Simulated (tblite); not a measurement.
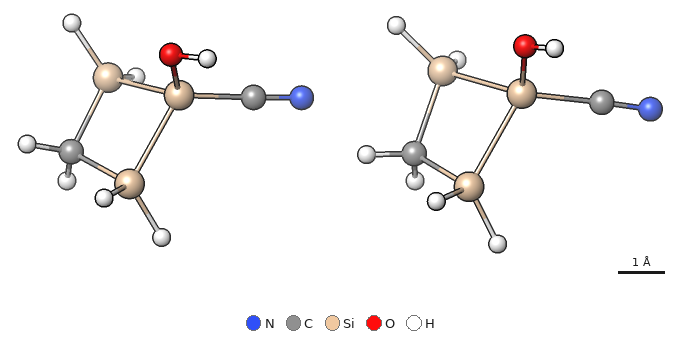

Two geometries of C2H7NOSi3, drawn at one scale. One is the start of a relaxation, the other its converged end. Style: ball-and-stick. Shown from a free direction.

The calculation used GFN2-xTB geometry optimisation, gas phase in tblite. 

Question: Which of the two is the end point?

Answer: The right one is the relaxed one. The atom that moves furthest after the best rigid fit is an H atom (0.55 Å). Largest moves by element: H 0.55 Å, O 0.39 Å, N 0.35 Å, C 0.23 Å, Si 0.20 Å. Near-neighbour distances that change, for instance: Si–Si 2.222 → 2.345 Å, C–Si 1.785 → 1.875 Å, C–Si 1.869 → 1.935 Å, O–Si 1.700 → 1.636 Å. Among the angles between lasting bonds that change: Si–O–H 112.1° → 124.6°, C–Si–O 117.2° → 107.0°, O–Si–Si 110.9° → 120.9°. After 121 geometry steps the energy has fallen by 75.1 kJ/mol. The run took 0.78 s on 1 thread of Arm Neoverse V2 (shared host).
